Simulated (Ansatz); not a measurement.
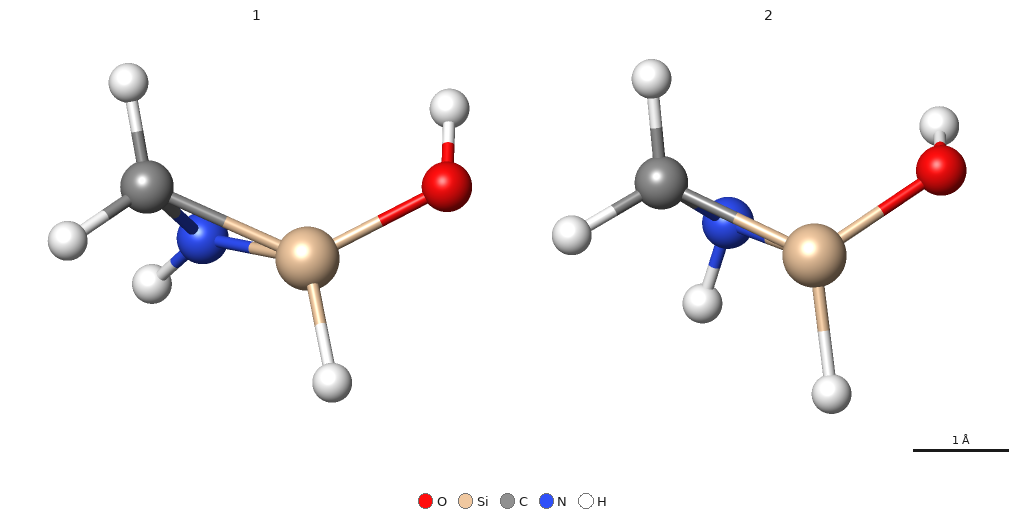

Two geometries of CH5NOSi, drawn at one scale. One is the start of a relaxation, the other its converged end. A ball-and-stick model, seen face on.

Computed with Ansatz 0.2.0, RKS LDA/def2-SVP. Settings: no spin polarisation; force threshold 0.015 eV/Å; at most 40 steps.

Q: Which one is relaxed?

A: Structure 1 is the relaxed one. The run prepares an end point of a later path (torsion) calculation, from a guessed geometry. The atom that moves furthest after the best rigid fit is an H atom (0.65 Å). Largest moves by element: H 0.65 Å, Si 0.29 Å, O 0.25 Å, N 0.23 Å, C 0.05 Å. Among the contacts that change: C–N 1.406 → 1.477 Å, H–O 0.907 → 0.975 Å, H–N 0.958 → 1.023 Å, N–Si 1.752 → 1.695 Å. Among the angles between lasting bonds that change: Si–N–H 106.2° → 144.3°, O–Si–N 98.8° → 120.2°, N–Si–H 102.9° → 124.1°. Over 10 geometry steps the energy falls by 23.2 kcal/mol. Largest force component: 3.5 eV/Å at the start, 0.0083 eV/Å at the end. The run took 20 s on 1 thread of Arm Neoverse V2 (shared host), peak memory 0.14 GiB.
